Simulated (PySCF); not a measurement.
**C18H10INO2 (SMILES O=C1c2cccc3cccc(C(=O)N1c1ccc(I)cc1)c23) at PBE0-D3(BJ)/def2-SVP (core potential)**

Wanted: a geometry optimisation of C18H10INO2. The job is set up through a Python script.

Program for the calculation: PySCF 2.14.0.

1 further run of the same task is left out (set aside as unsound or not needed).

### 1 Starting point

The species is C18H10INO2 (32 atoms), meant as a singlet with charge 0. SMILES: `O=C1c2cccc3cccc(C(=O)N1c1ccc(I)cc1)c23`. The shape comes from a force field and isn't a relaxed structure. This is one conformer, not always the lowest. The run starts from this shape.

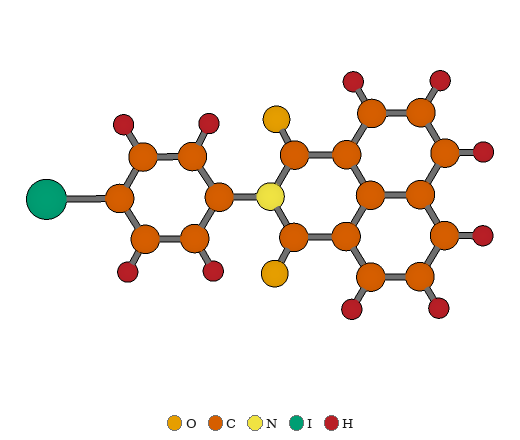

The structure, seen from a chosen angle (oxygen amber, carbon orange, nitrogen yellow, iodine teal, hydrogen red).

### 2 A geometry optimisation at PBE0-D3(BJ)/def2-SVP (core potential)

Input file job.py:

```python
from pyscf import gto, dft
from pyscf.geomopt.geometric_solver import kernel as optimise

system = gto.Mole()
system.atom = '''
O      0.582030    -1.771550     1.650300
C      0.124610    -0.906880     0.903130
C     -1.348570    -0.882040     0.748950
C     -2.138290    -1.748740     1.520850
C     -3.522040    -1.763160     1.368450
C     -4.124590    -0.916350     0.440740
C     -3.350330    -0.044790    -0.339460
C     -3.949840     0.808420    -1.277770
C     -3.174870     1.673640    -2.046930
C     -1.792780     1.696180    -1.880990
C     -1.176460     0.848270    -0.947250
C      0.292040     0.912440    -0.762840
O      0.884260     1.791150    -1.389180
N      0.877500     0.011720     0.147160
C      2.319340     0.031000     0.313120
C      2.918340    -0.244150     1.555030
C      4.309930    -0.226490     1.718940
C      5.131320     0.068590     0.636800
I      7.193350     0.096160     0.874140
C      4.569730     0.345190    -0.604530
C      3.177320     0.325640    -0.761070
C     -1.941880    -0.025960    -0.177350
H     -1.675780    -2.421770     2.241410
H     -4.129070    -2.437440     1.968120
H     -5.207350    -0.943090     0.330880
H     -5.029580     0.806260    -1.416800
H     -3.647380     2.333510    -2.770850
H     -1.196610     2.383360    -2.479700
H      2.316880    -0.451480     2.437070
H      4.728240    -0.442140     2.698860
H      5.193860     0.574800    -1.464460
H      2.786690     0.519720    -1.757310
'''
system.max_memory = 12400
system.basis = 'def2-svp'
system.spin = 0
system.charge = 0
system.ecp = {'I': 'def2-svp'}
system.verbose = 4
system.build()

ks = dft.RKS(system, xc='pbe0')
ks.conv_tol = 1e-09
ks.grids.level = 4
ks.disp = 'd3bj'
converged, mol_eq = optimise(ks, maxsteps=120)
print('converged:', converged)
print(mol_eq.tostring())

ks.reset(mol_eq)
system = mol_eq
ks.kernel()
energy = ks.e_tot
print('E = %.10f Eh' % energy)
```

Run with:

```console
$ OMP_NUM_THREADS=8 python job.py
```

Log:

```text
PySCF version 2.14.0

[... 245 lines left out ...]
> Convergence Criteria:
[... 17 lines left out ...]
WARN: Mole.unit (angstrom) is changed to Bohr
[... 80 lines left out ...]
converged SCF energy = -1193.27341635501
[... 86 lines left out ...]
converged SCF energy = -1193.26269223905
[... 171 lines left out ...]
converged SCF energy = -1193.28290083333
[... 156 lines left out ...]
converged SCF energy = -1193.28780594786
[... 165 lines left out ...]
converged SCF energy = -1193.28790849107
[... 163 lines left out ...]
converged SCF energy = -1193.28791611266
[... 157 lines left out ...]
converged SCF energy = -1193.28791834087
[... 19 lines left out ...]
converged: True
[... 80 lines left out ...]
converged SCF energy = -1193.28791834095
E = -1193.2879183409 Eh
```

Wall time 48 min (8 threads of Arm Neoverse V2, shared host); peak memory 3 GiB.

The path in brief:

| step | energy from the first frame kept (eV) | largest force (eV/Å) |
| --- | --- | --- |
| 0 | 0.0000 | 2.0795 |
| 1 | 0.2918 | 2.6538 |
| 2 | -0.1476 | 1.2826 |
| 3 | -0.2581 | 0.5857 |
| 4 | -0.2943 | 0.2787 |
| 5 | -0.3351 | 0.2527 |
| 6 | -0.3668 | 0.1885 |
| 7 | -0.3786 | 0.4249 |
| 8 | -0.3905 | 0.1629 |
| 9 | -0.3916 | 0.1338 |
| 10 | -0.3942 | 0.0501 |
| 11 | -0.3944 | 0.0340 |
| 12 | -0.3946 | 0.0177 |
| 13 | -0.3946 | 0.0279 |
| 14 | -0.3946 | 0.0105 |
| 15 | -0.3946 | 0.0062 |

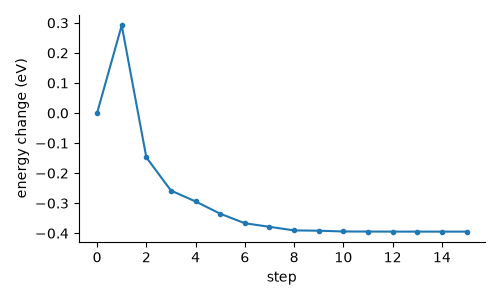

Energy along the run.

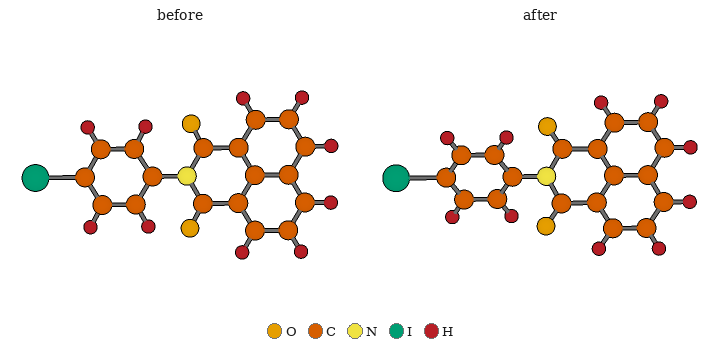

Before and after, at one scale.

After the run. Some bond lengths: O1–C2 1.209 Å, C2–C3 1.481 Å, C3–C4 1.382 Å, C4–C5 1.408 Å, C5–C6 1.379 Å, C6–C7 1.418 Å, C7–C8 1.418 Å, C8–C9 1.379 Å, C9–C10 1.408 Å, C10–C11 1.382 Å, C11–C12 1.481 Å, C12–O13 1.209 Å, C2–N14 1.406 Å, C12–N14 1.406 Å, N14–C15 1.431 Å, C15–C16 1.393 Å. Some angles: O1–C2–C3 122.7°, O1–C2–N14 121.0°, C3–C2–N14 116.4°, C2–C3–C4 119.1°, C2–C3–C22 120.6°, C4–C3–C22 120.2°, C3–C4–C5 120.3°, C4–C5–C6 120.4°, C5–C6–C7 120.8°, C6–C7–C8 123.0°.

### 3 Outcome

Level: PBE0-D3(BJ)/def2-SVP (core potential).

| quantity | value |
| --- | --- |
| total energy at the end | -1193.28792 Eh |
| dipole moment | 5.68 D |
| HOMO energy | -6.68 eV |
| LUMO energy | -2.65 eV |
| HOMO–LUMO gap | 4.02 eV |
| dispersion energy | -117.37 kJ/mol |

What this shows: At the final geometry: Some bond lengths: O1–C2 1.209 Å, C2–C3 1.481 Å, C3–C4 1.382 Å, C4–C5 1.408 Å, C5–C6 1.379 Å, C6–C7 1.418 Å, C7–C8 1.418 Å, C8–C9 1.379 Å, C9–C10 1.408 Å, C10–C11 1.382 Å, C11–C12 1.481 Å, C12–O13 1.209 Å, C2–N14 1.406 Å, C12–N14 1.406 Å, N14–C15 1.431 Å, C15–C16 1.393 Å. Some angles: O1–C2–C3 122.7°, O1–C2–N14 121.0°, C3–C2–N14 116.4°, C2–C3–C4 119.1°, C2–C3–C22 120.6°, C4–C3–C22 120.2°, C3–C4–C5 120.3°, C4–C5–C6 120.4°, C5–C6–C7 120.8°, C6–C7–C8 123.0°. The optimisation took 15 steps and changed the energy by -0.395 eV.
